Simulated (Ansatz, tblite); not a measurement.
# Ge18H24 hole sphere (Ge18H24): charged states by level of theory

Aim: the energy of removing and adding an electron for Ge18H24 hole sphere (Ge18H24), by energy differences, and how well orbital energies stand in for it.

Program: Ansatz 0.2.0, Gaussian basis. Level of theory: as each input shows. These are calculated values, not measurements.

Levels to be run: charge +1 doublet, at the geometry of the singlet (PBE0-D4/def2-TZVP, PBE-D4/def2-TZVP, B97M-V/def2-TZVP); charge -1 doublet, at the geometry of the singlet (PBE0-D4/def2-TZVP, PBE-D4/def2-TZVP, B97M-V/def2-TZVP); the starting singlet's energies come from earlier runs.

1 further run of the same task is left out (set aside as unsound or not needed).

### Step 1. The geometry

The singlet was relaxed beforehand with PBE-D4/def2-SVP.

42 atoms, charge 0, spin multiplicity 1.

Atoms are counted from 1 here; the program's logs count them from 0.

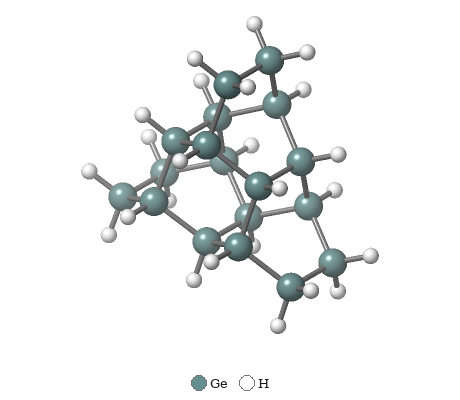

The geometry (germanium teal, hydrogen white).

### Step 2. Charge +1 doublet at the fixed geometry, PBE0-D4/def2-TZVP

in.yaml

```yaml
crystal:
  periodic: [false, false, false]
  atoms:
    - {symbol: Ge, position_ang: [-0.000858, -4.623283, -1.224393]}
    - {symbol: Ge, position_ang: [-0.004516, -4.621532, 1.231014]}
    - {symbol: Ge, position_ang: [0.000047, -2.322435, -2.062392]}
    - {symbol: Ge, position_ang: [-1.981178, -1.144189, -1.232486]}
    - {symbol: Ge, position_ang: [-0.000429, -2.319401, 2.065383]}
    - {symbol: Ge, position_ang: [-1.981761, -1.143152, 1.232824]}
    - {symbol: Ge, position_ang: [-2.008682, 1.160069, -2.064486]}
    - {symbol: Ge, position_ang: [-4.002436, 2.310576, -1.229755]}
    - {symbol: Ge, position_ang: [-2.010130, 1.161489, 2.063491]}
    - {symbol: Ge, position_ang: [-4.001108, 2.314759, 1.225619]}
    - {symbol: Ge, position_ang: [1.981878, -1.145807, -1.231659]}
    - {symbol: Ge, position_ang: [1.981953, -1.144489, 1.233601]}
    - {symbol: Ge, position_ang: [2.009946, 1.158174, -2.064344]}
    - {symbol: Ge, position_ang: [0.001090, 2.286963, -1.232207]}
    - {symbol: Ge, position_ang: [2.011527, 1.160506, 2.063557]}
    - {symbol: Ge, position_ang: [0.000999, 2.287569, 1.233083]}
    - {symbol: Ge, position_ang: [4.002354, 2.311398, -1.230260]}
    - {symbol: Ge, position_ang: [4.004350, 2.310296, 1.225118]}
    - {symbol: H, position_ang: [-1.256952, -5.377079, -1.751238]}
    - {symbol: H, position_ang: [1.257324, -5.376273, -1.747381]}
    - {symbol: H, position_ang: [-1.265204, -5.369793, 1.754785]}
    - {symbol: H, position_ang: [1.249096, -5.378491, 1.759185]}
    - {symbol: H, position_ang: [0.000684, -2.299693, -3.623260]}
    - {symbol: H, position_ang: [-3.265247, -1.885293, -1.723461]}
    - {symbol: H, position_ang: [-0.000972, -2.294116, 3.626220]}
    - {symbol: H, position_ang: [-3.265536, -1.884731, 1.723856]}
    - {symbol: H, position_ang: [-1.986468, 1.147581, -3.625303]}
    - {symbol: H, position_ang: [-5.282688, 1.596223, -1.753368]}
    - {symbol: H, position_ang: [-4.027694, 3.774926, -1.757561]}
    - {symbol: H, position_ang: [-1.990555, 1.149835, 3.624362]}
    - {symbol: H, position_ang: [-5.283272, 1.606761, 1.753168]}
    - {symbol: H, position_ang: [-4.020761, 3.781045, 1.748303]}
    - {symbol: H, position_ang: [3.265680, -1.887487, -1.722462]}
    - {symbol: H, position_ang: [3.265276, -1.886499, 1.725144]}
    - {symbol: H, position_ang: [1.987318, 1.145199, -3.625152]}
    - {symbol: H, position_ang: [0.002152, 3.769470, -1.723460]}
    - {symbol: H, position_ang: [1.992416, 1.149319, 3.624439]}
    - {symbol: H, position_ang: [0.001326, 3.770441, 1.723205]}
    - {symbol: H, position_ang: [5.284174, 1.602380, -1.757235]}
    - {symbol: H, position_ang: [4.022078, 3.776995, -1.754855]}
    - {symbol: H, position_ang: [5.284883, 1.596583, 1.748938]}
    - {symbol: H, position_ang: [4.029897, 3.775198, 1.751404]}
basis:
  gaussian: {orbitals: def2-TZVP, fitting: {mean_field: def2-universal-jkfit}}
total_charge: 1
magnetization: {spin_polarized: true, initial_magnetization: 1}
hamiltonian: {xc: pbe0, dispersion: d4}
scf: {omitted_lower_state_checks: [starts]}
output: {orbitals: {seedname: orbitals}}
```

Command:

```bash
$ ansatz run in.yaml --threads 11 --pin off --events-out ev --progress --plain --max-ram 174080MiB --backend cuda --devices 0, --max-vram 75GiB
```

What it wrote:

```text
Functional definition: PBE0
  name "PBE0"
  cite "Adamo & Barone, J. Chem. Phys. 110, 6158 (1999) doi:10.1063/1.478522"
  cite "Perdew, Burke & Ernzerhof, Phys. Rev. Lett. 77, 3865 (1996) doi:10.1103/PhysRevLett.77.3865"
  parent pbe
  parameter a = 0.25
  parameter kappa = 0.804
  parameter beta = 0.06672455060314922
  exchange = (1 - a)*pbe_x(kappa = kappa, mu = beta*pi^2/3) + a*exact_x
  correlation = pbe_c(beta = beta)
these checks for a lower state are left out or cut short: starts
5220 factors; integrals over basis functions are off by at most 6.2e-1 eV
mean field evaluation 1: about -1017592.9528 eV, gradient 4.0e1 eV
mean field evaluation 2: about -1017593.3556 eV, gradient 4.0e1 eV
mean field evaluation 4: about -1017595.5001 eV, gradient 4.4e0 eV
mean field evaluation 8: about -1017595.5786 eV, gradient 3.4e-1 eV
mean field evaluation 16: about -1017595.5793 eV, gradient 4.2e-3 eV
mean field evaluation 32: about -1017595.5793 eV, gradient 3.3e-5 eV
mean field -1017595.57953187 eV, -37395.9477967390 hartree, gradient 4.4e-6 eV, S^2 0.753620; 0 other end points of the search recorded, 0 dependent functions left out
reference -1017595.57961435 eV, -37395.9477997700 hartree; 300, 299 occupied and 708, 709 virtual orbitals, 5220 factors
Total energy: -1017598.10477007 eV, -37396.0405975312 hartree
Checks for a lower state left out: starts
```

It took 1.9 min on 1 × H100 with 11 threads of AMD EPYC 7R13, shared host; peak host memory 1.9 GiB.

Report: HOMO -9.56 eV, LUMO -8.76 eV (over both spins); ⟨S²⟩ 0.754 (pure: 0.75).

### Step 3. Charge +1 doublet at the fixed geometry, PBE-D4/def2-TZVP

start.molden holds the orbitals of an earlier run on this state, given as this run's starting guess.

in.yaml, as its differences from that of step 2:

```diff
@@ -46,6 +46,6 @@
 basis:
-  gaussian: {orbitals: def2-TZVP, fitting: {mean_field: def2-universal-jkfit}}
+  gaussian: {orbitals: def2-TZVP, fitting: {mean_field: def2-universal-jkfit}, initial_orbitals: start.molden}
 total_charge: 1
 magnetization: {spin_polarized: true, initial_magnetization: 1}
-hamiltonian: {xc: pbe0, dispersion: d4}
+hamiltonian: {xc: pbe, dispersion: d4}
 scf: {omitted_lower_state_checks: [starts]}
```

Launched as before.

What it wrote:

```text
Functional definition: PBE
  name "PBE"
  cite "Perdew, Burke & Ernzerhof, Phys. Rev. Lett. 77, 3865 (1996) doi:10.1103/PhysRevLett.77.3865"
  parent pbe
  parameter kappa = 0.804
  parameter beta = 0.06672455060314922
  exchange = pbe_x(kappa = kappa, mu = beta*pi^2/3)
  correlation = pbe_c(beta = beta)
these checks for a lower state are left out or cut short: starts
5220 factors; integrals over basis functions are off by at most 6.2e-1 eV
mean field evaluation 1: about -1017567.7211 eV, gradient 2.4e1 eV
mean field evaluation 2: about -1017568.6599 eV, gradient 1.1e0 eV
mean field evaluation 4: about -1017568.6229 eV, gradient 6.4e-2 eV
mean field evaluation 8: about -1017568.6230 eV, gradient 1.5e-5 eV
mean field evaluation 16: about -1017568.6230 eV, gradient 1.7e-6 eV
mean field -1017568.62303962 eV, -37394.9571639206 hartree, gradient 1.7e-6 eV, S^2 0.750876; 0 other end points of the search recorded, 0 dependent functions left out
reference -1017568.62315132 eV, -37394.9571680253 hartree; 300, 299 occupied and 708, 709 virtual orbitals, 5220 factors
Total energy: -1017571.39629883 eV, -37395.0590793167 hartree
Checks for a lower state left out: starts
```

It took 19 s on 1 × H100 with 11 threads of AMD EPYC 7R13, shared host; peak host memory 1.8 GiB.

Report: HOMO -8.72 eV, LUMO -8.79 eV (over both spins; with the spin held, an empty level of the minority spin lies below the top filled one); ⟨S²⟩ 0.751 (pure: 0.75).

### Step 4. Charge +1 doublet at the fixed geometry, B97M-V/def2-TZVP

in.yaml, as its differences from that of step 3:

```diff
@@ -49,3 +49,3 @@
 magnetization: {spin_polarized: true, initial_magnetization: 1}
-hamiltonian: {xc: pbe, dispersion: d4}
+hamiltonian: {xc: {name: B97M-V}}
 scf: {omitted_lower_state_checks: [starts]}
```

The command is unchanged.

What it wrote, cut to the lines that bear on the results:

```text
Functional definition: B97M-V
  name "B97M-V"
  cite "Mardirossian & Head-Gordon, J. Chem. Phys. 142, 074111 (2015) doi:10.1063/1.4907719"
  cite "Becke, J. Chem. Phys. 107, 8554 (1997) doi:10.1063/1.475007"
  cite "Vydrov & Van Voorhis, J. Chem. Phys. 133, 244103 (2010) doi:10.1063/1.3521275"
  # Of w^i u^j: cxij and so on, Table III.
[...]
  gx(w, u) = cx00 + cx01*u + cx02*u^2 + (cx10 + cx11*u)*w
  gss(w, u) = css00 + css02*u^2 + css10*w + (css32*w^3 + css42*w^4)*u^2
  gos(w, u) = cos00 + cos01*u + cos03*u^3 + cos10*w + cos32*w^3*u^2
[...]
      + integral(e_c_pw_mod_opposite_spin*gos(b97_w_opposite, b97_u_opposite)) + vv10(b, c)
[...]
5220 factors; integrals over basis functions are off by at most 6.2e-1 eV
[...]
mean field -1017533.26413809 eV, -37393.6577482564 hartree, gradient 1.5e-6 eV, S^2 0.751425; 0 other end points of the search recorded, 0 dependent functions left out
reference -1017533.26428938 eV, -37393.6577538162 hartree; 300, 299 occupied and 708, 709 virtual orbitals, 5220 factors
Total energy: -1017533.26428938 eV, -37393.6577538162 hartree
Checks for a lower state left out: starts
```

It took 35 s on 1 × H100 with 11 threads of AMD EPYC 7R13, shared host; peak host memory 2.7 GiB.

From the report: HOMO -9.10 eV, LUMO -9.14 eV (over both spins; with the spin held, an empty level of the minority spin lies below the top filled one); ⟨S²⟩ 0.751 (pure: 0.75).

### Step 5. Vertical ionisation energy

Charged state less starting state, singlet to doublet; the starting state's energies are those of its earlier runs.

```csv
level,vertical ionisation energy (eV),time
PBE-D4/def2-TZVP,+7.40,31 s
B97M-V/def2-TZVP,+7.70,45 s
PBE0-D4/def2-TZVP,+7.82,2.1 min
```

Times add the two runs; a level without a time comes out of a correlated run.

Beside −ε(HOMO) of the starting state:

```csv
level,−ε(HOMO) (eV),by difference (eV),mismatch (eV)
PBE-D4/def2-TZVP,5.88,7.40,-1.51
B97M-V/def2-TZVP,6.27,7.70,-1.44
PBE0-D4/def2-TZVP,6.76,7.82,-1.05
```

### Step 6. Charge -1 doublet at the fixed geometry, PBE0-D4/def2-TZVP

in.yaml, as its differences from that of step 4:

```diff
@@ -46,6 +46,6 @@
 basis:
-  gaussian: {orbitals: def2-TZVP, fitting: {mean_field: def2-universal-jkfit}, initial_orbitals: start.molden}
-total_charge: 1
+  gaussian: {orbitals: def2-TZVP, fitting: {mean_field: def2-universal-jkfit}}
+total_charge: -1
 magnetization: {spin_polarized: true, initial_magnetization: 1}
-hamiltonian: {xc: {name: B97M-V}}
+hamiltonian: {xc: pbe0, dispersion: d4}
 scf: {omitted_lower_state_checks: [starts]}
```

The command is unchanged.

What it wrote, cut to the lines that bear on the results:

```text
Functional definition: PBE0
  name "PBE0"
  cite "Adamo & Barone, J. Chem. Phys. 110, 6158 (1999) doi:10.1063/1.478522"
  cite "Perdew, Burke & Ernzerhof, Phys. Rev. Lett. 77, 3865 (1996) doi:10.1103/PhysRevLett.77.3865"
  parent pbe
[...]
5220 factors; integrals over basis functions are off by at most 6.2e-1 eV
[...]
mean field -1017603.93923823 eV, -37396.2550102814 hartree, gradient 5.6e-6 eV, S^2 0.752229; 0 other end points of the search recorded, 0 dependent functions left out
reference -1017603.93931487 eV, -37396.2550130978 hartree; 301, 300 occupied and 707, 708 virtual orbitals, 5220 factors
Total energy: -1017606.57710019 eV, -37396.3519499203 hartree
Checks for a lower state left out: starts
```

Run time: 26 s. Hardware: 1 × H100 with 11 threads of AMD EPYC 7R13, shared host; peak host memory 1.8 GiB.

From the report: HOMO 0.32 eV, LUMO 1.35 eV (over both spins); ⟨S²⟩ 0.752 (pure: 0.75). Doubts: highest occupied level lies above zero.

### Step 7. Charge -1 doublet at the fixed geometry, PBE-D4/def2-TZVP

in.yaml, as its differences from that of step 6:

```diff
@@ -46,6 +46,6 @@
 basis:
-  gaussian: {orbitals: def2-TZVP, fitting: {mean_field: def2-universal-jkfit}}
+  gaussian: {orbitals: def2-TZVP, fitting: {mean_field: def2-universal-jkfit}, initial_orbitals: start.molden}
 total_charge: -1
 magnetization: {spin_polarized: true, initial_magnetization: 1}
-hamiltonian: {xc: pbe0, dispersion: d4}
+hamiltonian: {xc: pbe, dispersion: d4}
 scf: {omitted_lower_state_checks: [starts]}
```

Launched as before.

What it wrote:

```text
Functional definition: PBE
  name "PBE"
  cite "Perdew, Burke & Ernzerhof, Phys. Rev. Lett. 77, 3865 (1996) doi:10.1103/PhysRevLett.77.3865"
  parent pbe
  parameter kappa = 0.804
  parameter beta = 0.06672455060314922
  exchange = pbe_x(kappa = kappa, mu = beta*pi^2/3)
  correlation = pbe_c(beta = beta)
these checks for a lower state are left out or cut short: starts
5220 factors; integrals over basis functions are off by at most 6.2e-1 eV
mean field evaluation 1: about -1017575.9019 eV, gradient 2.4e1 eV
mean field evaluation 2: about -1017576.8486 eV, gradient 1.1e0 eV
mean field evaluation 4: about -1017576.8174 eV, gradient 8.3e-2 eV
mean field evaluation 8: about -1017576.8181 eV, gradient 4.7e-5 eV
mean field -1017576.81808347 eV, -37395.2583262274 hartree, gradient 1.7e-5 eV, S^2 0.750878; 0 other end points of the search recorded, 0 dependent functions left out
reference -1017576.81818064 eV, -37395.2583297982 hartree; 301, 300 occupied and 707, 708 virtual orbitals, 5220 factors
Total energy: -1017579.71576950 eV, -37395.3648142250 hartree
Checks for a lower state left out: starts
```

Wall time 12 s (1 × H100 with 11 threads of AMD EPYC 7R13, shared host); peak host memory 1.8 GiB.

From the report: HOMO 0.48 eV, LUMO 0.64 eV (over both spins); ⟨S²⟩ 0.751 (pure: 0.75). Doubts: highest occupied level lies above zero.

### Step 8. Charge -1 doublet at the fixed geometry, B97M-V/def2-TZVP

in.yaml, as its differences from that of step 7:

```diff
@@ -49,3 +49,3 @@
 magnetization: {spin_polarized: true, initial_magnetization: 1}
-hamiltonian: {xc: pbe, dispersion: d4}
+hamiltonian: {xc: {name: B97M-V}}
 scf: {omitted_lower_state_checks: [starts]}
```

Launched as before.

What it wrote, cut to the lines that bear on the results:

```text
Functional definition: B97M-V
  name "B97M-V"
  cite "Mardirossian & Head-Gordon, J. Chem. Phys. 142, 074111 (2015) doi:10.1063/1.4907719"
  cite "Becke, J. Chem. Phys. 107, 8554 (1997) doi:10.1063/1.475007"
  cite "Vydrov & Van Voorhis, J. Chem. Phys. 133, 244103 (2010) doi:10.1063/1.3521275"
  # Of w^i u^j: cxij and so on, Table III.
[...]
  gx(w, u) = cx00 + cx01*u + cx02*u^2 + (cx10 + cx11*u)*w
  gss(w, u) = css00 + css02*u^2 + css10*w + (css32*w^3 + css42*w^4)*u^2
  gos(w, u) = cos00 + cos01*u + cos03*u^3 + cos10*w + cos32*w^3*u^2
[...]
      + integral(e_c_pw_mod_opposite_spin*gos(b97_w_opposite, b97_u_opposite)) + vv10(b, c)
[...]
5220 factors; integrals over basis functions are off by at most 6.2e-1 eV
[...]
mean field -1017541.73924978 eV, -37393.9692028666 hartree, gradient 1.3e-6 eV, S^2 0.751286; 0 other end points of the search recorded, 0 dependent functions left out
reference -1017541.73940295 eV, -37393.9692084953 hartree; 301, 300 occupied and 707, 708 virtual orbitals, 5220 factors
Total energy: -1017541.73940295 eV, -37393.9692084953 hartree
Checks for a lower state left out: starts
```

It took 17 s on 1 × H100 with 11 threads of AMD EPYC 7R13, shared host; peak host memory 2.7 GiB.

HOMO 0.57 eV, LUMO 0.74 eV (over both spins); ⟨S²⟩ 0.751 (pure: 0.75). Doubts: highest occupied level lies above zero.

### Step 9. Vertical electron affinity

Starting state less charged state (positive: the electron is bound), singlet to doublet; the starting state's energies are those of its earlier runs.

```csv
level,vertical electron affinity (eV),time
PBE-D4/def2-TZVP,+0.92,24 s
B97M-V/def2-TZVP,+0.77,27 s
PBE0-D4/def2-TZVP,+0.66,37 s
```

Times add the two runs; a level without a time comes out of a correlated run.

Beside −ε(LUMO) of the starting state:

```csv
level,−ε(LUMO) (eV),by difference (eV),mismatch (eV)
PBE-D4/def2-TZVP,2.20,0.92,+1.28
B97M-V/def2-TZVP,2.14,0.77,+1.37
PBE0-D4/def2-TZVP,1.51,0.66,+0.85
```

### Step 10. What came out

```
                                            quantity                               value
vertical ionisation energy, functionals in def2-TZVP  7.40 (PBE-D4) to 7.82 eV (PBE0-D4)
vertical electron affinity, functionals in def2-TZVP  0.66 (PBE0-D4) to 0.92 eV (PBE-D4)
```

**Reading.** The vertical ionisation energy spans 7.40 to 7.82 eV over the functionals. −ε(HOMO) misses the level's own difference by -1.05 eV at best (PBE0-D4) and -1.51 eV at worst (PBE-D4). The vertical electron affinity spans 0.66 to 0.92 eV over the functionals. The anion's highest level lies above zero where self-interaction lifts it, so diffuse functions weigh on these values. −ε(LUMO) misses the level's own difference by +0.85 eV at best (PBE0-D4) and +1.37 eV at worst (B97M-V).
